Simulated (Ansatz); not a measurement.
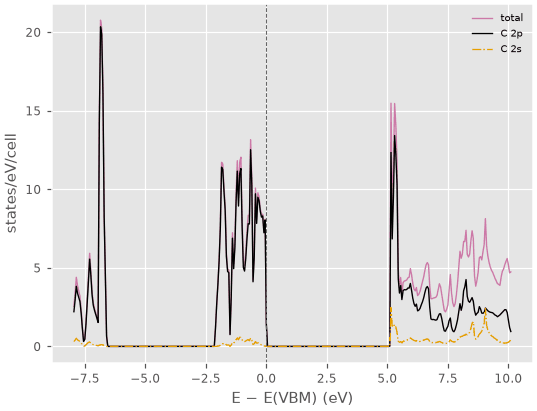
*Total and projected density of states of C in space group Fd-3m (No. 227; C on 8b, C on 32e), r²SCAN in the plane-wave PAW code Ansatz*

Q: Which orbitals carry the states next to the gap?

A: Top 1 eV of the valence band: C 2p 96 %. Bottom 1 eV of the conduction band: C 2p 84 %, C 2s 10 %, outside the projected shells 5 %. Projections are on Löwdin-orthogonalised atomic valence shells; empty p or d shells of many metals are not among them.

Q: Where is the tallest occupied peak in this window, and what makes it?

A: Near -6.8 eV, about 21 states/eV per cell; the largest projected share is C 2p.

The start of the workflow was typed in or built on a structure type. Its sites differ from those of the usual phase in this space group: another stacking or structure type. Symmetry was held in the r²SCAN relaxation; whether a distortion lowers the energy is not shown.

Potentials: the later of the program's two PAW sets.
